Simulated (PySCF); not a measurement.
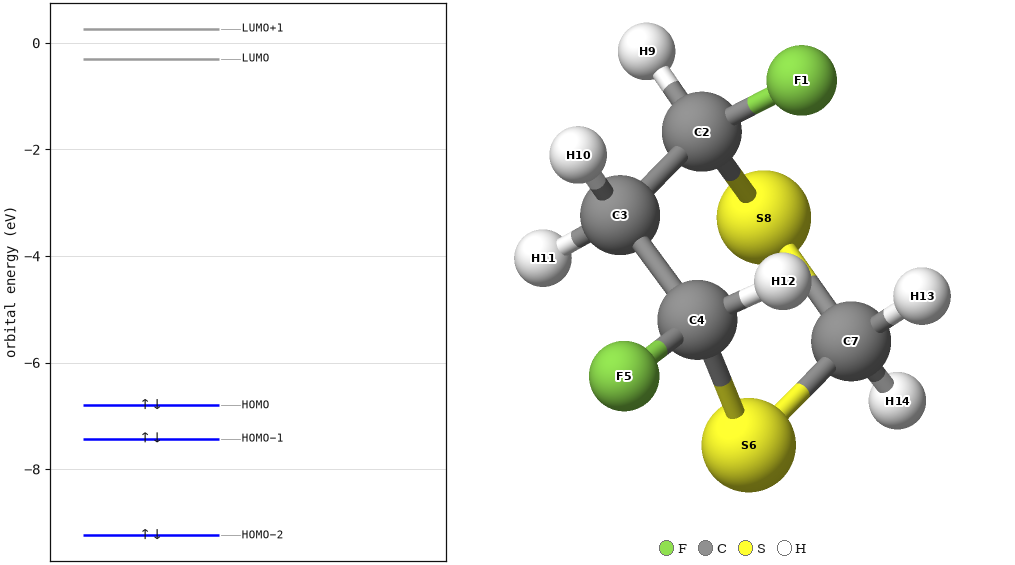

C₄H₆F₂S₂, SMILES F[C@@H]1C[C@@H](F)SCS1. Kohn-Sham orbital energies near the frontier, PBE0/def2-SVPD, PySCF 2.14.0, at a GFN2-xTB geometry (no frequency check), isolated molecule; empty levels in grey, levels within 0.03 eV side by side.

Q: Where do the frontier orbitals lie?

A: HOMO at −6.81 eV, LUMO at −0.30 eV, 6.51 eV apart.

Q: On which atoms do HOMO and LUMO mostly sit?

A: HOMO: S6 52 %, S8 27 %, C4 6 %. LUMO: S6 35 %, S8 27 %, C7 11 % (Löwdin shares).

Q: List the levels with the atoms that carry most of them (a dash for levels above zero or within 0.03 eV of another, where shares mean little).

A:
| orbital | energy (eV) | Löwdin shares |
| --- | --- | --- |
| LUMO+1 | 0.27 | – |
| LUMO | −0.30 | S6 35 %, S8 27 %, C7 11 % |
| HOMO | −6.81 | S6 52 %, S8 27 %, C4 6 % |
| HOMO−1 | −7.43 | S8 48 %, S6 22 %, C7 12 % |
| HOMO−2 | −9.25 | S6 31 %, C4 15 %, F5 10 % |

Caveats: the tight-binding geometry is rougher than a DFT one and adds to the error; one conformer of a flexible molecule; empty levels above zero depend strongly on the basis.
